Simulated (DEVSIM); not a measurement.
Device: Pd/SiO2/p-Ge capacitor, at 300 K.

```csv
layer (left to right),material,thickness (nm),Na (cm⁻³)
1,SiO2,2.60,-
2,Ge,2700,4.9e16
```

Metal gate on the left, work function 5.2 eV. Fixed charge at the semiconductor interface -5.2e10 cm⁻² (in units of +e); interface traps 3e11 cm⁻² eV⁻¹, uniform in energy, neutral level at 0.7 of the gap above the valence band.

The device is made up for the run: typed textbook-type constants, with dimensions and the other settings drawn at random. Values at 300 K.

```
parameter      SiO2       Ge
-------------  ----  -------
gap (eV)          9    0.664
affinity (eV)   0.9        4
permittivity    3.9       16
Nc (cm⁻³)         -  1.04e19
Nv (cm⁻³)         -     6e18
```

Model (solved in DEVSIM): 1D Poisson equation in equilibrium, Boltzmann statistics, complete ionisation; no quantum confinement or tunnelling. Metal contacts follow the ideal Schottky-Mott rule: no Fermi-level pinning, no interface dipoles.

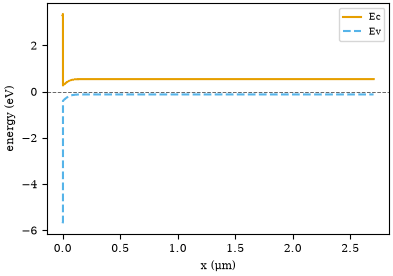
*Band edges at 1.0 V on the gate*

Energies count from the Fermi level of the right contact; mesh points crowd at the junctions.

| x (μm) | Ec (eV) | Ev (eV) | n (cm⁻³) | p (cm⁻³) | field (V/cm) |
|---|---|---|---|---|---|
| 0.000 | 3.300 | -5.700 | < 1e2 | < 1e2 | 230000 |
| 0.0008627 | 3.320 | -5.680 | < 1e2 | < 1e2 | 230000 |
| 0.001728 | 3.340 | -5.660 | < 1e2 | < 1e2 | 230000 |
| 0.002591 | 3.360 | -5.640 | < 1e2 | < 1e2 | 160000 |
| 0.004337 | 0.270 | -0.394 | 3.1e14 | 1.4e12 | 52000 |
| 0.007340 | 0.285 | -0.379 | 1.7e14 | 2.6e12 | 50000 |
| 0.01346 | 0.315 | -0.349 | 5.4e13 | 8.2e12 | 47000 |
| 0.03247 | 0.394 | -0.270 | 2.5e12 | 1.8e14 | 36000 |
| 0.06463 | 0.483 | -0.181 | 7.9e10 | 5.5e15 | 19000 |
| 0.1301 | 0.536 | -0.128 | 1.0e10 | 4.2e16 | 1700 |
| 0.2636 | 0.540 | -0.124 | 8.9e9 | 4.9e16 | ≈ 0 |
| 0.6556 | 0.540 | -0.124 | 8.9e9 | 4.9e16 | ≈ 0 |
| 1.334 | 0.540 | -0.124 | 8.9e9 | 4.9e16 | ≈ 0 |
| 2.018 | 0.540 | -0.124 | 8.9e9 | 4.9e16 | ≈ 0 |
| 2.438 | 0.540 | -0.124 | 8.9e9 | 4.9e16 | ≈ 0 |
| 2.573 | 0.540 | -0.124 | 8.9e9 | 4.9e16 | ≈ 0 |
| 2.640 | 0.540 | -0.124 | 8.9e9 | 4.9e16 | ≈ 0 |
| 2.672 | 0.540 | -0.124 | 8.9e9 | 4.9e16 | ≈ 0 |
| 2.692 | 0.540 | -0.124 | 8.9e9 | 4.9e16 | ≈ 0 |
| 2.698 | 0.540 | -0.124 | 8.9e9 | 4.9e16 | ≈ 0 |
| 2.701 | 0.540 | -0.124 | 8.9e9 | 4.9e16 | ≈ 0 |
| 2.703 | 0.540 | -0.124 | 8.9e9 | 4.9e16 | ≈ 0 |
